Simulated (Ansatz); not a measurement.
**Tin, omega (AlB2-type) under BLYP: ground state and equation of state**

What does BLYP give for tin in the omega (AlB2-type) structure? We relax it, solve it on a dense k-mesh, then scale the cell to 7 volumes from 88 to 112 % of the relaxed one and try a fit of the equation of state. Spin polarisation is left out. The k-meshes are 7×7×10 for the relaxation; 9×9×13 for the dense run; 7×7×11 for the volumes.

Method: DFT BLYP, plane waves (420 eV) with PAW, scalar-relativistic; the PAW data stem from PBE, with regenerated cores, in Ansatz 0.2.0.

## (1) The starting structure

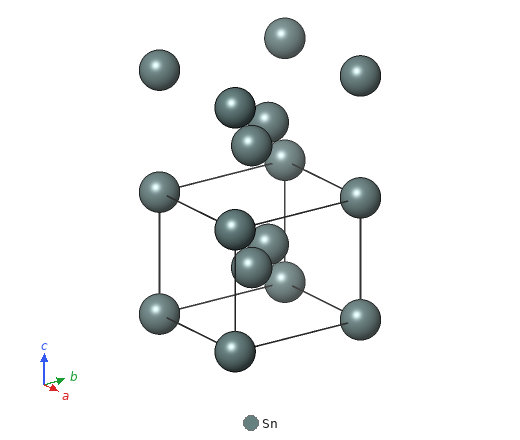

Start, viewed slightly off an axis; tin teal. 1×1×2 cells are drawn. Any atoms on the faces are drawn again on the opposite ones.

As a file:

```cif
data_structure
_symmetry_space_group_name_H-M 'P6/mmm'
_symmetry_Int_Tables_number 191
_cell_length_a 5.4110
_cell_length_b 5.4110
_cell_length_c 3.3169
_cell_angle_alpha 90.000
_cell_angle_beta 90.000
_cell_angle_gamma 120.000
_cell_volume 84.10
loop_
_atom_site_label
_atom_site_type_symbol
_atom_site_symmetry_multiplicity
_atom_site_Wyckoff_symbol
_atom_site_fract_x
_atom_site_fract_y
_atom_site_fract_z
_atom_site_occupancy
Sn1 Sn 1 a 0.00000 0.00000 0.00000 1
Sn2 Sn 2 d 0.33333 0.66667 0.50000 1
```

## (2) Geometry optimisation

Contents of input.yaml:

```yaml
crystal:
  lattice:
    - [5.410984979, 0.0, 0.0]
    - [-2.7054924895, 4.6860504513, 0.0]
    - [0.0, 0.0, 3.3169337921]
  atoms:
    - { symbol: Sn, position: [0.0, 0.0, 0.0] }
    - { symbol: Sn, position: [0.3333333333, 0.6666666667, 0.5] }
    - { symbol: Sn, position: [0.6666666667, 0.3333333333, 0.5] }
hamiltonian:
  xc: blyp
  pseudopotentials:
    kind: paw
    azcp:
      Sn: "pseudopotentials/Sn.paw.azcp"
basis:
  ecutwfc: 420
  fft_grid_basis: typed
kpoints:
  mp_grid: { grid: [7, 7, 10], shift: [0, 0, 0] }
magnetization:
  spin_polarized: false
scf:
  occupations: { method: fermi_dirac, width: 0.1 }
relax:
  max_steps: 60
  f_tol: 0.01
  cell: {}
```

Output, shortened:

```text
Warning: RAYON_NUM_THREADS=2 ignored (pool sized by the plan → 2); use --threads N
[...]
Pseudopotentials: kind: paw
Pseudopotential: Sn, paw, valence charge 14, recommended cutoff 420 eV (normal), <dir>
Functional definition: BLYP
[...]
Crystal: 3 atoms, lattice volume = 84.105 Å³
Basis set: ecut = 420 eV, 1661 PW (Γ), exchange–correlation on 80×80×48 points (8 copies of the dense FFT grid, shifted against one another)
Bands: 26, of which v1, the nominal top of the filled ones, is band 21 counted from 1 (20 counted from 0)
Symmetry: 24 space group operations
Space group: P6/mmm (ITA 191), of the structure as read, at distance tolerance 4.4e-5 Å
k-points: 48 of 490
[...]
SCF iter   1: F=—  HF=-18121.069193 eV  |F-HF|=—  |Δ(HF+E_count)|=         —  Δρ=6.85e-3  dr2=3.10e-2  ethr=1.77e-3  ⟨swp⟩=6.4  Hψ=5600  notcnv=0
[...]
relax step   1: F+E_penalty+E_count = -18121.06388432 eV  Δ(F+E_penalty+E_count) = +0.000e0 eV  max|allowed force component| = 3.547e-17 eV/Å  Δτ_max = 0.0000 Å  P = +4.131 GPa  Ω = 84.105 Å³  (7 SCF iters, dr2 threshold 1.00e-7 eV, accepted)
[...]
relax step   3: F+E_penalty+E_count = -18121.16536688 eV  Δ(F+E_penalty+E_count) = -1.171e-3 eV  max|allowed force component| = 7.093e-17 eV/Å  Δτ_max = 0.0000 Å  P = -0.030 GPa  Ω = 92.790 Å³  energy of the carried Pulay correction = -1.303e-3 eV  (3 SCF iters, dr2 threshold 3.00e-7 eV, accepted)
[...]
relax step   9: F+E_penalty+E_count = -18121.16835528 eV  Δ(F+E_penalty+E_count) = -1.128e-3 eV  max|allowed force component| = 4.934e-17 eV/Å  Δτ_max = 0.0000 Å  P = -0.004 GPa  Ω = 93.027 Å³  stress off target by 3.63e-3 GPa  SCF on the basis re-selected at this cell (its energy is not [...]
SCF converged after 5 iterations
Free energy (F): -18121.168355 eV
[...]
E sigma→0 (E₀):  -18121.134610 eV
Entropy (-TS):   -0.067490 eV (-22.497 meV/atom)
Fermi energy:    9.485359 eV
[...]
--- Forces (eV/Å), atoms counted from 1 ---
  atom   1  Sn     0.00000000     0.00000000     0.00000000
  atom   2  Sn    -0.00000000     0.00000000     0.00000000
  atom   3  Sn     0.00000000    -0.00000000    -0.00000000
[...]
--- Stress (GPa, compression-positive) ---
       -0.003626       0.000000      -0.000000
        0.000000      -0.003626       0.000000
       -0.000000       0.000000      -0.003520
  P = ⅓ Tr σ = -0.0036 GPa (-0.036 kbar)
--- Relaxed structure (8 steps of the walk, 8 accepted, 1 SCFs on fresh bases) ---
  F+E_penalty+E_count = -18121.16835528 eV   max|allowed force component| = 4.934e-17 eV/Å   (the final SCF, on the basis selected at the relaxed cell)
  cell:  # Å, volume = 93.0270 Å³
    - [5.69698973627979, -6.342768331673803e-34, 0.0]
    - [-2.848494868139895, 4.933737836717508, 0.0]
    - [0.0, 0.0, 3.3096924916906]
  atoms:
    - { symbol: Sn, position: [-1.5581481991533251e-34, -7.209487276942216e-34, 0.0] }
    - { symbol: Sn, position: [0.3333333333333333, 0.6666666666666666, 0.5000000000000001] }
    - { symbol: Sn, position: [0.6666666666666666, 0.3333333333333333, 0.5000000000000001] }
```

It took 21 s on 2 threads of Intel Xeon Platinum 8488C (Sapphire Rapids), shared host; peak memory 0.51 GiB.

The steps of the relaxation:

| step | energy change (meV/atom) | largest force (eV/Å) | pressure (GPa) | volume (Å³/atom) |
| --- | --- | --- | --- | --- |
| 1 | 0.00 | 0.0000 | 4.13 | 28.035 |
| 2 | -33.44 | 0.0000 | -0.17 | 31.055 |
| 3 | -33.83 | 0.0000 | -0.03 | 30.930 |
| 4 | -34.24 | 0.0000 | 0.12 | 30.814 |
| 5 | -34.37 | 0.0000 | -0.01 | 30.947 |
| 6 | -34.41 | 0.0000 | 0.00 | 30.964 |
| 7 | -34.44 | 0.0000 | 0.00 | 30.980 |
| 8 | -34.45 | 0.0000 | 0.00 | 31.009 |
| 9 | -34.82 | 0.0000 | 0.00 | 31.009 |

Steps that repeat a cell are solved on a basis chosen anew, so their changes of energy are no gain of the relaxation.

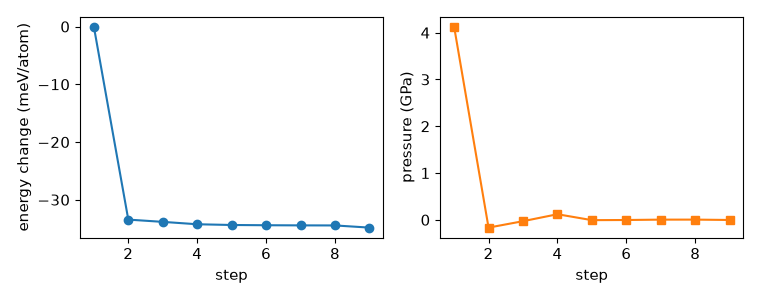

Energy and pressure over the accepted steps.

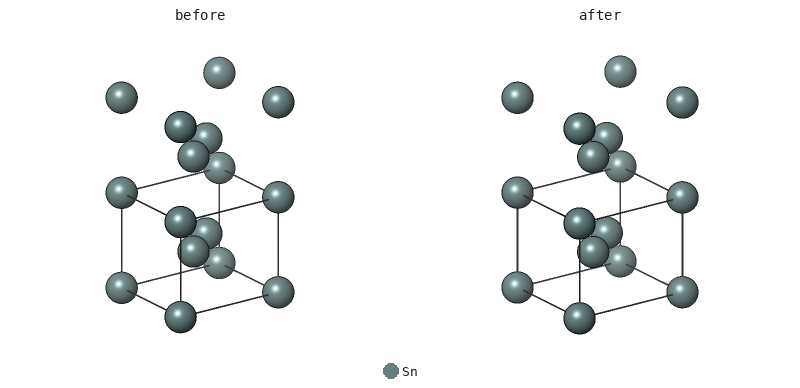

Before and after, at one scale. The cells drawn are those of the first picture.

Changes in the cell that was computed:

|  | before | after | change |
| --- | --- | --- | --- |
| a (Å) | 5.411 | 5.697 | +5.3 % |
| b (Å) | 5.411 | 5.697 | +5.3 % |
| c (Å) | 3.317 | 3.310 | -0.2 % |
| volume (Å³/atom) | 28.035 | 31.009 | +10.6 % |
| shortest distance (Å) | 3.124 | 3.289 | +5.3 % |
| space group (spins left aside) | P6/mmm | P6/mmm | same |

## (3) Dense single point

Contents of input.yaml:

```yaml
crystal:
  lattice:
    - [5.6969897363, 0.0, 0.0]
    - [-2.8484948681, 4.9337378367, 0.0]
    - [0.0, 0.0, 3.3096924917]
  atoms:
    - { symbol: Sn, position: [1.0, 1.0, 0.0] }
    - { symbol: Sn, position: [0.3333333333, 0.6666666667, 0.5] }
    - { symbol: Sn, position: [0.6666666667, 0.3333333333, 0.5] }
hamiltonian:
  xc: blyp
  pseudopotentials:
    kind: paw
    azcp:
      Sn: "pseudopotentials/Sn.paw.azcp"
basis:
  ecutwfc: 420
  fft_grid_basis: typed
kpoints:
  mp_grid: { grid: [9, 9, 13], shift: [0, 0, 0] }
magnetization:
  spin_polarized: false
scf:
  occupations: { method: fermi_dirac, width: 0.1 }
```

Output, shortened:

```text
Warning: RAYON_NUM_THREADS=2 ignored (pool sized by the plan → 2); use --threads N
[...]
[... 3 set-up lines as earlier in the session ...]
[...]
Crystal: 3 atoms, lattice volume = 93.027 Å³
Basis set: ecut = 420 eV, 1811 PW (Γ), exchange–correlation on 80×80×48 points (8 copies of the dense FFT grid, shifted against one another)
Bands: 25, of which v1, the nominal top of the filled ones, is band 21 counted from 1 (20 counted from 0)
[... 1 set-up line as earlier in the session ...]
Space group: P6/mmm (ITA 191), of the structure as read, at distance tolerance 4.5e-5 Å
k-points: 84 of 1053
[...]
SCF iter   1: F=—  HF=-18121.189820 eV  |F-HF|=—  |Δ(HF+E_count)|=         —  Δρ=6.26e-3  dr2=3.11e-2  ethr=1.77e-3  ⟨swp⟩=7.7  Hψ=21188  notcnv=0  defer=26
[...]
SCF iter   7: F=-18121.184454 eV  HF=-18121.184454 eV  |F-HF|=3.38e-8  |Δ(HF+E_count)|=   2.53e-7  Δρ=6.66e-6  dr2=4.27e-8  ethr=2.38e-10  ⟨swp⟩=1.6  Hψ=6635  notcnv=0
[...]
SCF converged after 7 iterations
Free energy (F): -18121.184454 eV
[...]
E sigma→0 (E₀):  -18121.154528 eV
Entropy (-TS):   -0.059851 eV (-19.950 meV/atom)
Fermi energy:    9.464611 eV
[...]
```

Wall time 5.3 s (2 threads of Intel Xeon Platinum 8488C (Sapphire Rapids), shared host); peak memory 0.54 GiB.

## (4) Equation of state: 88 %

Changes to input.yaml since step 3:

```diff
@@ -2,5 +2,5 @@
   lattice:
-    - [5.6969897363, 0.0, 0.0]
-    - [-2.8484948681, 4.9337378367, 0.0]
-    - [0.0, 0.0, 3.3096924917]
+    - [5.4593339496, 0.0, 0.0]
+    - [-2.7296669748, 4.7279218881, 0.0]
+    - [0.0, 0.0, 3.1716252651]
   atoms:
@@ -19,3 +19,3 @@
 kpoints:
-  mp_grid: { grid: [9, 9, 13], shift: [0, 0, 0] }
+  mp_grid: { grid: [7, 7, 11], shift: [0, 0, 0] }
 magnetization:
@@ -24 +24,4 @@
   occupations: { method: fermi_dirac, width: 0.1 }
+  lower_state_search: "off"
+output:
+  stress: true
```

Output, shortened:

```text
Warning: RAYON_NUM_THREADS=2 ignored (pool sized by the plan → 2); use --threads N
[...]
[... 3 set-up lines as earlier in the session ...]
[...]
Crystal: 3 atoms, lattice volume = 81.864 Å³
Basis set: ecut = 420 eV, 1565 PW (Γ), exchange–correlation on 80×80×48 points (8 copies of the dense FFT grid, shifted against one another)
Bands: 25, of which v1, the nominal top of the filled ones, is band 21 counted from 1 (20 counted from 0)
[... 1 set-up line as earlier in the session ...]
Space group: P6/mmm (ITA 191), of the structure as read, at distance tolerance 4.3e-5 Å
k-points: 48 of 539
[...]
SCF iter   1: F=—  HF=-18120.994031 eV  |F-HF|=—  |Δ(HF+E_count)|=         —  Δρ=7.05e-3  dr2=3.17e-2  ethr=1.77e-3  ⟨swp⟩=7.4  Hψ=11974  notcnv=0  defer=22
[...]
SCF iter   7: F=-18120.988823 eV  HF=-18120.988823 eV  |F-HF|=7.11e-9  |Δ(HF+E_count)|=   4.51e-7  Δρ=4.85e-6  dr2=2.04e-8  ethr=2.38e-10  ⟨swp⟩=5.0  Hψ=4191  notcnv=0
[...]
SCF converged after 7 iterations
Free energy (F): -18120.988823 eV
[...]
E sigma→0 (E₀):  -18120.956099 eV
Entropy (-TS):   -0.065448 eV (-21.816 meV/atom)
Fermi energy:    11.323976 eV
[...]
--- Stress (GPa, compression-positive) ---
        5.200917       0.000000       0.000000
       -0.000000       5.200917       0.000000
        0.000000       0.000000       6.881402
  P = ⅓ Tr σ = 5.7611 GPa (57.611 kbar)
```

It took 3.1 s on 2 threads of Intel Xeon Platinum 8488C (Sapphire Rapids), shared host; peak memory 0.48 GiB.

## (5) Equation of state: 92 %

Changes to input.yaml since step 4:

```diff
@@ -2,5 +2,5 @@
   lattice:
-    - [5.4593339496, 0.0, 0.0]
-    - [-2.7296669748, 4.7279218881, 0.0]
-    - [0.0, 0.0, 3.1716252651]
+    - [5.5408285606, 0.0, 0.0]
+    - [-2.7704142803, 4.7984982915, 0.0]
+    - [0.0, 0.0, 3.2189699356]
   atoms:
```

Output, shortened:

```text
Warning: RAYON_NUM_THREADS=2 ignored (pool sized by the plan → 2); use --threads N
[...]
[... 3 set-up lines as earlier in the session ...]
[...]
Crystal: 3 atoms, lattice volume = 85.585 Å³
Basis set: ecut = 420 eV, 1691 PW (Γ), exchange–correlation on 80×80×48 points (8 copies of the dense FFT grid, shifted against one another)
Bands: 25, of which v1, the nominal top of the filled ones, is band 21 counted from 1 (20 counted from 0)
[... 2 set-up lines as earlier in the session ...]
k-points: 48 of 539
[...]
SCF iter   1: F=—  HF=-18121.099017 eV  |F-HF|=—  |Δ(HF+E_count)|=         —  Δρ=6.84e-3  dr2=3.23e-2  ethr=1.77e-3  ⟨swp⟩=7.6  Hψ=12054  notcnv=0  defer=21
[...]
SCF iter   7: F=-18121.093727 eV  HF=-18121.093727 eV  |F-HF|=4.59e-9  |Δ(HF+E_count)|=   3.78e-7  Δρ=3.15e-6  dr2=1.08e-8  ethr=2.38e-10  ⟨swp⟩=5.0  Hψ=4893  notcnv=0
[...]
SCF converged after 7 iterations
Free energy (F): -18121.093727 eV
[...]
E sigma→0 (E₀):  -18121.060941 eV
Entropy (-TS):   -0.065571 eV (-21.857 meV/atom)
Fermi energy:    10.655589 eV
[...]
--- Stress (GPa, compression-positive) ---
        2.899288       0.000000       0.000000
        0.000000       2.899288       0.000000
        0.000000       0.000000       4.292328
  P = ⅓ Tr σ = 3.3636 GPa (33.636 kbar)
```

Run time: 3.6 s. Hardware: 2 threads of Intel Xeon Platinum 8488C (Sapphire Rapids), shared host; peak memory 0.48 GiB.

[end of part 1 of 2]
